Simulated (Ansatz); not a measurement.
# How CoSi2 absorbs and reflects light, part 2 of 2

What colour and refractive index does CoSi2 have at this level of theory? The cell comes from an older database entry, whose edges can differ from later determinations, mostly by under a per cent.

Ansatz 0.2.0; DFT, PBE, plane-wave PAW, default files, scalar-relativistic, independent-particle optical response without local fields.

So far. Step 2 (Ground state and bands): There are states at the Fermi level within the smearing, so the occupations stay smeared and the carriers get a Drude term. The cell is left with a pressure of 0.4 GPa, as it stands unrelaxed at this level.

The database entry behind the starting cell differs from later determinations by our own check (0.1 to 0.3 % short, probably kX units), so it need not match the best structure at ambient conditions.

### 3. Spectrum

The spectrum is a sum over vertical transitions between filled and empty bands at the fixed density, so many empty bands are needed.

This step: DFT, PBE, plane-wave PAW, default files, scalar-relativistic, independent-particle optical response without local fields (Ansatz 0.2.0).

Contents of input.yaml:

```yaml
crystal:
  lattice:
    - [0.0, 2.678, 2.678]
    - [2.678, 0.0, 2.678]
    - [2.678, 2.678, 0.0]
  atoms:
    - { symbol: Co, position: [0.0, 0.0, 0.0] }
    - { symbol: Si, position: [0.75, 0.75, 0.75] }
    - { symbol: Si, position: [0.25, 0.25, 0.25] }
kpoints:
  mp_grid: { grid: [10, 10, 10] }
scf:
  occupations: { method: fermi_dirac, width: 0.1 }
hamiltonian:
  xc: pbe
  pseudopotentials: { kind: paw }
output:
  optics:
    e_range: [0, 40]
    de: 0.05
    sigma: 0.1
    drude_damping: 0.2
    nscf_kmesh: { grid: [13, 13, 13] }
    bands: auto
```

Command:

```
$ ansatz run input.yaml --threads 2 --pin off --max-ram 5120MiB --backend cpu --events-out ev --progress --plain --runs-dir out
```

Numbers of over 12 decimals in the logs are rounded to 6 here.

The log of the run:

```text
[...]
Crystal: 3 atoms, lattice volume = 38.412 Å³
Basis set: ecut = 420 eV, 749 PW (Γ)
Bands: 17, of which v1, the nominal top of the filled ones, is band 13 counted from 1 (12 counted from 0)
Symmetry: 48 space group operations
[...]
k-points: 47 of 1000
[...]
SCF iter   1: F=—  HF=-6399.193676 eV  |F-HF|=—  |Δ(HF+E_count)|=         —  Δρ=6.92e-3  dr2=1.81e-2  ethr=1.77e-3  ⟨swp⟩=5.1  Hψ=4114  notcnv=0
[...]
SCF iter  11: F=-6399.192525 eV  HF=-6399.192525 eV  |F-HF|=1.82e-12  |Δ(HF+E_count)|=  2.73e-12  Δρ=2.50e-8  dr2=1.05e-13  ethr=1.00e-12  ⟨swp⟩=2.0  Hψ=1554  notcnv=0
SCF 1 converged in 11 iterations: F = -6399.192525 eV  dr2 = 1.05e-13
[...]
NSCF: frozen V_eff on 84 k-points
output.optics: what the bands over the 60 summed would add to eps1, eps2 and the energy-loss function is held between a lower and an upper bound (5 Lanczos steps). eps1, eps2 and their loss function (loss_summed_bands) are given on every row as the summed bands alone make them. Along an axis, on a row where the two bounds hold the loss function to about 1 % of the greater of itself and 0.5 % of |1/eps|, its cell (loss_completed) is given, with the completed eps1 and eps2 that it is formed of (a cell that is left empty reads nan in the table and null in the record). The two bounds hold it so along every axis on all 800 rows up to 40.000 eV. [rest of the remark cut]
SCF converged after 11 iterations
Free energy (F): -6399.192525 eV
[...]
Internal energy: -6399.157371 eV  (E = F + TS)
E sigma→0 (E₀):  -6399.174948 eV
Entropy (-TS):   -0.035153 eV (-11.718 meV/atom)
Fermi energy:    12.893856 eV
[...]
--- Band table (eV; the first three rows and the last of 47) ---
  k-point 0: bands = [... 9 lower, 10.9764, 13.6417, 16.3084, 16.3084, 16.3084, 16.3178, 16.3178, 16.3178]
  k-point 1: bands = [... 9 lower, 10.9317, 13.7042, 14.7037, 15.4162, 15.4162, 17.2101, 17.2101, 18.1166]
  k-point 2: bands = [... 9 lower, 10.8494, 12.6202, 14.5291, 14.5291, 14.8572, 17.0504, 17.0504, 17.7298]
  k-point 46: bands = [... 9 lower, 10.7430, 10.9328, 11.4277, 12.1507, 15.7520, 17.4520, 17.9096, 20.4507]
```

The job ended after 35 s (2 threads of Arm Neoverse V2, shared host; peak memory 1.1 GiB; 68 s of CPU time).

Read-outs, printed or worked out from the files:

| Item | Value |
| --- | --- |
| main peak of the optical conductivity above 1 eV, first axis | 5.388 eV |
| centre of weight of the strongest loss peak in the window | 20.72 eV |
| Drude plasma energy, first axis | 6.310 eV |
| bands summed | 60 |
| spectra valid up to | 47.84 eV |
| program's estimate of the k-sum error in Im epsilon | 0.23 % |
| electrons in the f-sum | 15.35 |

The Im ε, any direction has structure finer than the step of the table below, so its rows give means over 2.5 eV, whole bins alone (the curve runs from 0.3 to 40 eV). Peaks (eV: height): 2.95: 17.6, 5.40: 25.6, 5.95: 20.6.

The Im ε, any direction by photon energy; means over each step:

| photon energy (eV) | Im ε, any direction |
| --- | --- |
| 2.5 | 9.88 |
| 5.0 | 15.1 |
| 7.5 | 7.51 |
| 10.0 | 2.56 |
| 12.5 | 1.19 |
| 15.0 | 0.636 |
| 17.5 | 0.413 |
| 20.0 | 0.318 |
| 22.5 | 0.276 |
| 25.0 | 0.188 |
| 27.5 | 0.133 |
| 30.0 | 0.115 |
| 32.5 | 0.122 |
| 35.0 | 0.130 |
| 37.5 | 0.122 |

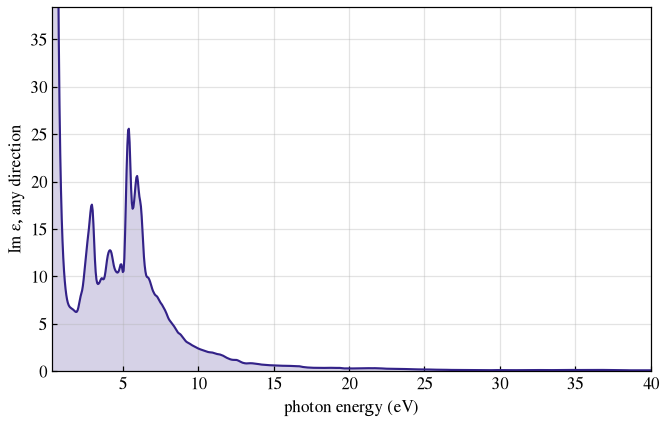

Im ε, any direction against photon energy. Below 1 eV the curve runs off the scale.

The Re ε, any direction by photon energy:

| photon energy (eV) | Re ε, any direction |
| --- | --- |
| 2.5 | 10.4 |
| 5.0 | 8.48 |
| 7.5 | -5.66 |
| 10.0 | -3.30 |
| 12.5 | -1.90 |
| 15.0 | -0.864 |
| 17.5 | -0.368 |
| 20.0 | 0.00748 |
| 22.5 | 0.181 |
| 25.0 | 0.338 |
| 27.5 | 0.484 |
| 30.0 | 0.592 |
| 32.5 | 0.668 |
| 35.0 | 0.717 |
| 37.5 | 0.746 |
| 40.0 | 0.806 |

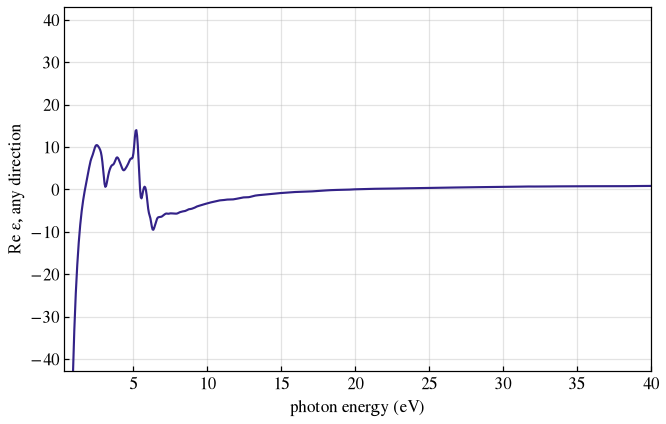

Re ε, any direction against photon energy. Below 1 eV the curve runs off the scale.

Values under 1 per cm are given as 1. Absorption coefficient, any direction against photon energy:

| photon energy (eV) | absorption coefficient, any direction (1/cm) |
| --- | --- |
| 5.00 | 8.0e5 |
| 10.00 | 1.9e6 |
| 15.00 | 1.5e6 |
| 20.00 | 7.7e5 |
| 25.00 | 4.1e5 |
| 30.00 | 2.4e5 |
| 35.00 | 2.7e5 |
| 40.00 | 2.2e5 |

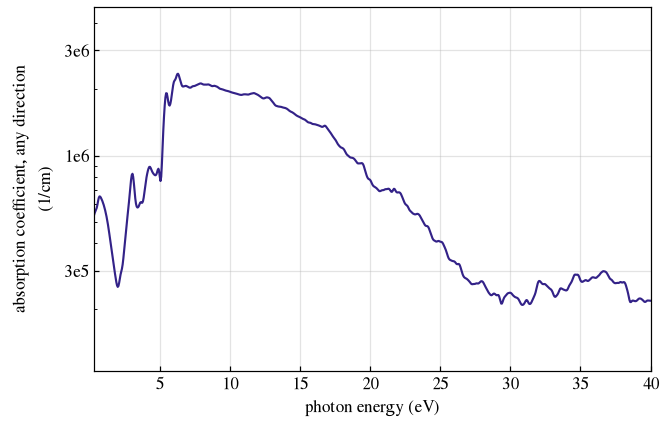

Absorption coefficient, any direction against photon energy.

Table of loss function −Im 1/ε at q → 0, any direction by energy loss; read off at these points:

| energy loss (eV) | loss function −Im 1/ε at q → 0, any direction |
| --- | --- |
| 2.5 | 0.0477 |
| 5.0 | 0.0577 |
| 7.5 | 0.0857 |
| 10.0 | 0.144 |
| 12.5 | 0.238 |
| 15.0 | 0.548 |
| 17.5 | 1.36 |
| 20.0 | 3.34 |
| 22.5 | 2.57 |
| 25.0 | 1.28 |
| 27.5 | 0.524 |
| 30.0 | 0.332 |
| 32.5 | 0.280 |
| 35.0 | 0.245 |
| 37.5 | 0.210 |
| 40.0 | 0.148 |

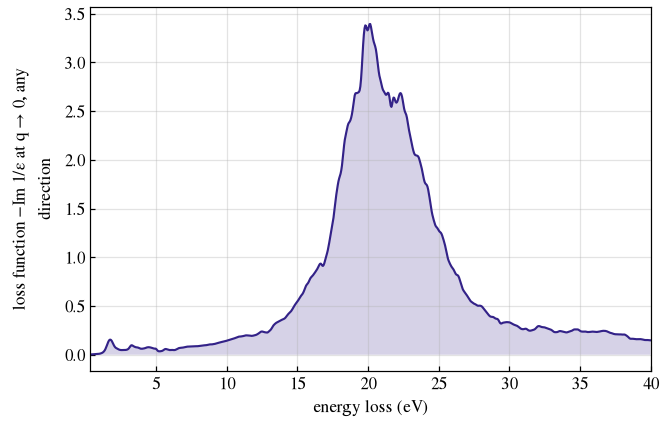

Loss function −Im 1/ε at q → 0, any direction against energy loss.

The reflectivity at normal incidence, any direction has structure finer than the step of the table below, so its rows give means over 2 eV, whole bins alone (the curve runs from 0.3 to 40 eV). Peaks (eV: height): 3.0: 48.4, 6.3: 64.9.

Reflectivity at normal incidence, any direction against photon energy; means over each step:

| photon energy (eV) | reflectivity at normal incidence, any direction (%) |
| --- | --- |
| 2 | 47.8 |
| 4 | 38.4 |
| 6 | 56.2 |
| 8 | 60.4 |
| 10 | 60.2 |
| 12 | 59.8 |
| 14 | 57.6 |
| 16 | 48.5 |
| 18 | 40.5 |
| 20 | 24.4 |
| 22 | 14.5 |
| 24 | 9.38 |
| 26 | 5.53 |
| 28 | 3.06 |
| 30 | 1.83 |
| 32 | 1.18 |
| 34 | 0.868 |
| 36 | 0.732 |
| 38 | 0.612 |

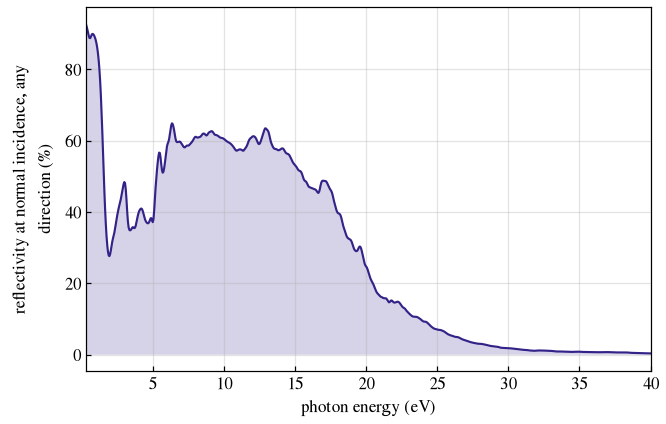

Reflectivity at normal incidence, any direction against photon energy.

Optical constants at common wavelengths, from n + ik = √ε:

| wavelength (nm) | n | k | R (%) | 1/α |
| --- | --- | --- | --- | --- |
| 800 | 1.40 | 2.390 | 51.3 | 27 nm |
| 633 | 2.44 | 1.292 | 27.7 | 39 nm |
| 450 | 3.67 | 2.060 | 43.7 | 17 nm |
| 405 | 2.85 | 2.644 | 47.7 | 12 nm |
| 308 | 3.24 | 1.904 | 40.0 | 13 nm |
| 248 | 3.31 | 1.580 | 37.2 | 12 nm |
| 193 | 1.69 | 3.430 | 64.4 | 4.5 nm |

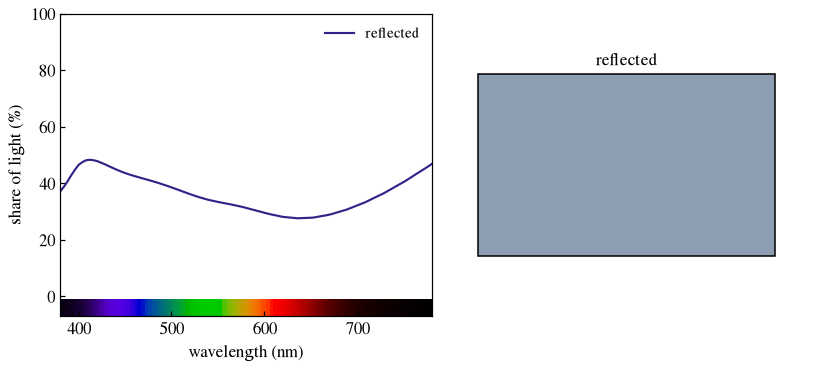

Light reflected across the visible range, with the colour that it makes of daylight (sRGB).

In reflection the computed colour is faintly blue: x = 0.281, y = 0.298, luminous reflectivity 33 %.

### 4. What came out

```
gap on the path                                                       : 0 eV
main peak of the optical conductivity above 1 eV, first axis          : 5.39 eV
Drude plasma energy, first axis                                       : 6.31 eV
centre of weight of the strongest loss peak in the window, first axis : 20.7 eV
```

What this shows: At this level (PBE, independent particles) CoSi2 is a metal with a Drude plasma energy of 6.3 eV; it reflects 33 % at 550 nm. Along x the bare Drude plasma energy is 6.3 eV; Re ε first rises through zero at 1.72 eV, far lower, because interband transitions screen the carriers. Im ε is 6.5 there, so the loss peak at that energy is weak. The strongest loss structure up to 40 eV has its centre of weight at 20.7 eV; a free-electron gas of the 15.3 electrons in the f-sum would put its plasmon at 23.5 eV. In reflection the computed colour is faintly blue: x = 0.281, y = 0.298, luminous reflectivity 33 %. In the base run ε includes the program's bounded estimate of what the bands above those summed add. The carriers' damping of 0.2 eV is typed, not computed; at 0.8 eV the carriers give 52 % of Im ε along the first axis; the rest comes from the sum over bands, which at low energy also holds close bands and the noise of the mesh. The run has no spin polarisation. A start with parallel moments lost them; other magnetic orders weren't tried. The Fermi-Dirac width of 0.1 eV acts as an electron temperature of 1200 K in the carriers' term.

[Logs are printed without paths, hosts, clocks, repeated set-up lines and the standing remarks that a program may print on its own settings, such as how far it seeks lower states.]

[Hosts, paths, dates, database ids (printed as entryN), source tags and the programs' standing remarks are cut or masked in the printed files.]
